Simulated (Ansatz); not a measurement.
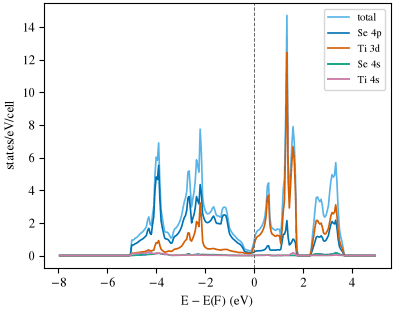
Figure: Total and projected density of states of TiSe₂ (CdI2 type, P-3m1), PBE (plane waves, PAW; program Ansatz)

### Question
Which orbitals carry the states next to the Fermi level?

### Answer
Within 0.5 eV of the Fermi level: Ti 3d 71 %, Se 4p 25 %. Projections are on Löwdin-orthogonalised atomic valence shells; empty p or d shells of many metals are not among them.

### Question
Where is the tallest occupied peak in this window, and what makes it?

### Answer
Near -2.2 eV, about 7.7 states/eV per cell; the largest projected share is Se 4p.

Symmetry was held in the PBE relaxation. The run is not spin-polarised. A crystal of weakly bound layers computed without a dispersion correction: the cell and the soft elastic constants depend strongly on that. Scalar-relativistic: spin–orbit coupling is off unless named, which matters more the heavier the elements.

Potentials: the later of the program's two PAW sets.
